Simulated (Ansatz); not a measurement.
# CH7BGe (SMILES C[BH][GeH3]): PBE0/def2-SVP

Aim: the vertical ionisation energy of CH7BGe at PBE0/def2-SVP, from 2 runs. 

The results are computed with Ansatz 0.2.0.

69 further runs of the same task are left out: 69 set aside as unsound or not needed.

## Step 1: The system as given

The species is CH7BGe (10 atoms), meant as a singlet with charge 0. As SMILES, `C[BH][GeH3]`. Geometry: relaxed at PBE0-D4/def2-TZVP.

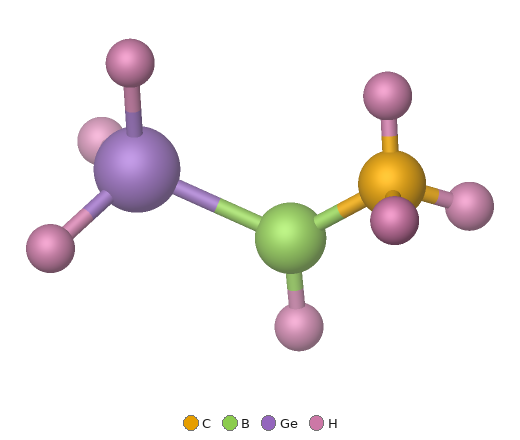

Viewed from a chosen angle; carbon amber, boron green, germanium purple, hydrogen pink.

## Step 2: The energy at PBE0/def2-SVP

File run.yaml:

```yaml
crystal:
  periodic: [false, false, false]
  atoms:
    - {symbol: C, position_ang: [-1.211300, 0.848000, -0.579700]}
    - {symbol: B, position_ang: [-0.013900, -0.123000, -0.719700]}
    - {symbol: Ge, position_ang: [1.111300, -0.784600, 0.881600]}
    - {symbol: H, position_ang: [-1.972600, 0.748500, -1.357000]}
    - {symbol: H, position_ang: [-0.747300, 1.837300, -0.749600]}
    - {symbol: H, position_ang: [-1.677100, 0.898700, 0.405800]}
    - {symbol: H, position_ang: [0.326000, -0.481700, -1.813000]}
    - {symbol: H, position_ang: [0.918400, -2.307400, 1.048300]}
    - {symbol: H, position_ang: [0.729200, -0.128900, 2.224000]}
    - {symbol: H, position_ang: [2.620500, -0.558300, 0.662100]}
basis:
  gaussian:
    orbitals: def2-SVP
hamiltonian:
  xc: {name: PBE0}
accuracy: high
output: {orbitals: {seedname: orbitals}}
```

The run is started by

```
$ ansatz run run.yaml --threads 1 --pin off --max-ram 3480MiB --events-out events.jsonl --progress --plain --runs-dir runs
```

What it wrote:

```text
Warning: RAYON_NUM_THREADS=1 ignored (pool sized by the plan → 1); use --threads N
Functional definition: PBE0
  name "PBE0"
  parameter a = 0.25
  parameter kappa = 0.804
  parameter beta = 0.06672455060314922
  exchange = (1 - a)*pbe_x(kappa = kappa, mu = beta*pi^2/3) + a*exact_x
  correlation = pbe_c(beta = beta)
2179 factors; integrals over basis functions are off by at most 1.0e-8 eV
mean field evaluation 1: about -58322.9018 eV, gradient 4.1e1 eV
mean field evaluation 2: about -58322.2303 eV, gradient 4.2e1 eV
mean field evaluation 4: about -58326.7888 eV, gradient 6.4e-1 eV
mean field evaluation 8: about -58326.9205 eV, gradient 9.0e-2 eV
mean field evaluation 16: about -58326.9205 eV, gradient 6.5e-6 eV
mean field -58326.92048372 eV, -2143.4747923702 hartree, gradient 4.9e-8 eV, S^2 0.000000; 0 other end points of the search recorded, 0 dependent functions left out
reference -58326.92048640 eV, -2143.4747924687 hartree; 25, 25 occupied and 70, 70 virtual orbitals, 2179 factors
Total energy: -58326.92048640 eV, -2143.4747924687 hartree
```

It took 8.1 s on 1 thread of Arm Neoverse V2, shared host; peak memory 0.33 GiB.

## Step 3: The doublet cation at the same level

File in.yaml:

```yaml
crystal:
  periodic: [false, false, false]
  atoms:
    - {symbol: C, position_ang: [-1.211300, 0.848000, -0.579700]}
    - {symbol: B, position_ang: [-0.013900, -0.123000, -0.719700]}
    - {symbol: Ge, position_ang: [1.111300, -0.784600, 0.881600]}
    - {symbol: H, position_ang: [-1.972600, 0.748500, -1.357000]}
    - {symbol: H, position_ang: [-0.747300, 1.837300, -0.749600]}
    - {symbol: H, position_ang: [-1.677100, 0.898700, 0.405800]}
    - {symbol: H, position_ang: [0.326000, -0.481700, -1.813000]}
    - {symbol: H, position_ang: [0.918400, -2.307400, 1.048300]}
    - {symbol: H, position_ang: [0.729200, -0.128900, 2.224000]}
    - {symbol: H, position_ang: [2.620500, -0.558300, 0.662100]}
basis:
  gaussian: {orbitals: def2-SVP}
total_charge: 1
magnetization: {spin_polarized: true, initial_magnetization: 1}
hamiltonian: {xc: pbe0}
accuracy: high
output: {orbitals: {seedname: orbitals}}
```

The run is started by

```
$ ansatz run in.yaml --threads 1 --pin off --max-ram 3480MiB --events-out events.jsonl --progress --plain --runs-dir runs
```

What it wrote, shortened:

```text
Warning: RAYON_NUM_THREADS=1 ignored (pool sized by the plan → 1); use --threads N
[... 7 set-up lines as earlier in the session ...]
2179 factors; integrals over basis functions are off by at most 1.0e-8 eV
mean field evaluation 1: about -58306.5962 eV, gradient 4.2e1 eV
mean field evaluation 2: about -58293.1057 eV, gradient 5.7e1 eV
mean field evaluation 4: about -58316.4851 eV, gradient 4.5e0 eV
mean field evaluation 8: about -58316.9363 eV, gradient 7.5e-1 eV
mean field evaluation 16: about -58316.9618 eV, gradient 5.1e-3 eV
mean field evaluation 32: about -58316.9618 eV, gradient 6.1e-7 eV
mean field -58316.96180093 eV, -2143.1088175277 hartree, gradient 8.2e-8 eV, S^2 0.752675; 4 other end points of the search recorded, 0 dependent functions left out
reference -58316.96180376 eV, -2143.1088176317 hartree; 25, 24 occupied and 70, 71 virtual orbitals, 2179 factors
Total energy: -58316.96180376 eV, -2143.1088176317 hartree
```

Run time: 20 s. Hardware: 1 thread of Arm Neoverse V2, shared host; peak memory 0.48 GiB.

## Step 4: What came out

At PBE0/def2-SVP:

```
                                          quantity           value
                      singlet CH7BGe: total energy  -2143.47479 Eh
                       singlet CH7BGe: HOMO energy        -7.82 eV
                       singlet CH7BGe: LUMO energy        -1.70 eV
                     singlet CH7BGe: HOMO–LUMO gap         6.12 eV
                      doublet cation: total energy  -2143.10882 Eh
doublet cation: HOMO energy (highest over α and β)       -14.85 eV
 doublet cation: LUMO energy (lowest over α and β)       -12.06 eV
                              doublet cation: ⟨S²⟩           0.753
vertical ionisation energy (to the doublet cation)        9.959 eV
```

**Reading.** The vertical ionisation energy comes to 9.96 eV (230 kcal/mol). −ε(HOMO) before ionisation, 7.82 eV, is 2.14 eV below this ionisation energy.
